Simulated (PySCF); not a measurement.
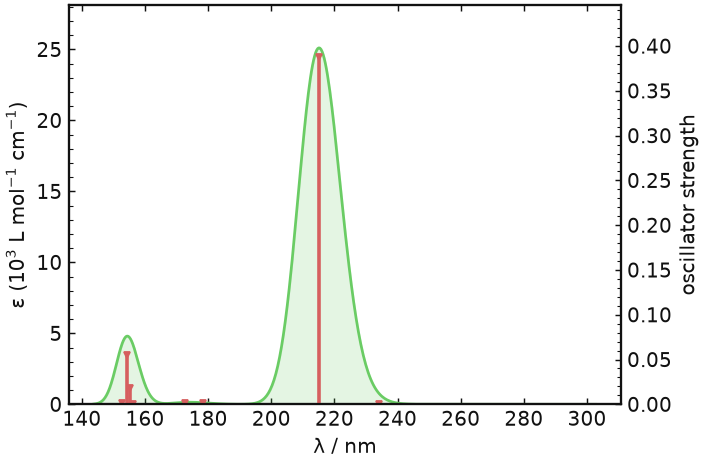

Vertical TDDFT excitations, PBE0/def2-SVPD with PySCF, at a GFN2-xTB geometry (no frequency check), gas phase. The lowest 8 singlet states are shown; each is broadened by a Gaussian of 1/e half-width 0.25 eV. Sticks give oscillator strengths (right axis).

### Which molecule gives this spectrum?
A. C₅H₅ClO, SMILES C=C/C=C/C(=O)Cl
B. C₆H₄NP, SMILES N#Cc1ccpcc1
C. C₅H₆F₂O, SMILES C/C(F)=C(\C)C(=O)F

Option C. Its lowest singlet lies at 5.30 eV (f = 0.000) and the brightest of those computed is S2 at 5.76 eV (215 nm), f = 0.388, mainly HOMO → LUMO (96 %).

Known limits of this run: states above the negative HOMO energy depend on the basis; the tight-binding geometry is rougher than a DFT one and adds to the error; one conformer of a flexible molecule; core orbitals are frozen in the response.
